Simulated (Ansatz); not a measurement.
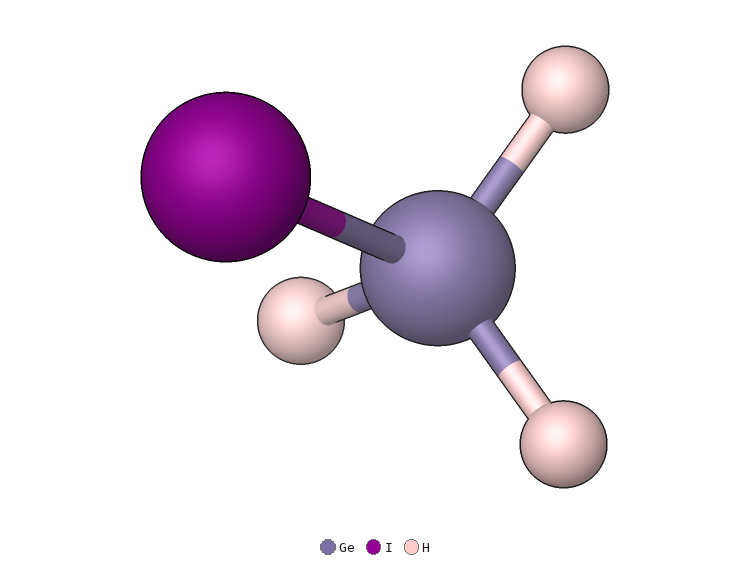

The geometry was computed by an optimisation with PBE0-D4/def2-TZVP.

Give the structural formula.

SMILES: [GeH3][I]

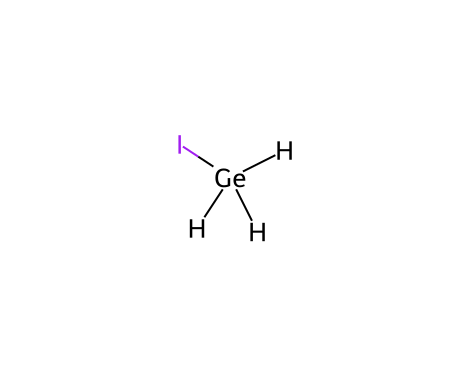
